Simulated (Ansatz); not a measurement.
A computed series for PbS: pressure series

Start from PbS in the rock salt structure (space group Fm-3m, No. 225; a = 5.903 Å).

Cell and atoms are relaxed at each pressure.

Calculations: PBEsol (Ansatz, a quantum-chemistry and plane-wave program), no spin-orbit coupling.

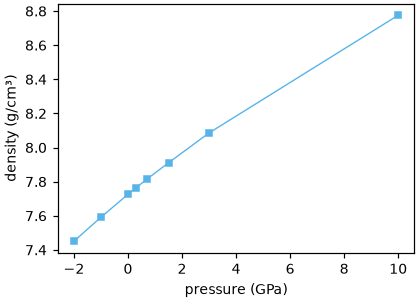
Density against pressure

| pressure (GPa) | density |
|---|---|
| -2 | 7.45 g/cm³ |
| -1 | 7.59 g/cm³ |
| 0.3 | 7.76 g/cm³ |
| 0.7 | 7.81 g/cm³ |
| 1.5 | 7.91 g/cm³ |
| 3 | 8.09 g/cm³ |
| 10 | 8.78 g/cm³ |

Load acts through the strain it causes; cell and atoms are relaxed under it. Stability against distortions was not tested. Competing high-pressure phases were not computed. The base started in Pnma and relaxed to Fm-3m at this level. The final runs are not spin-polarised.
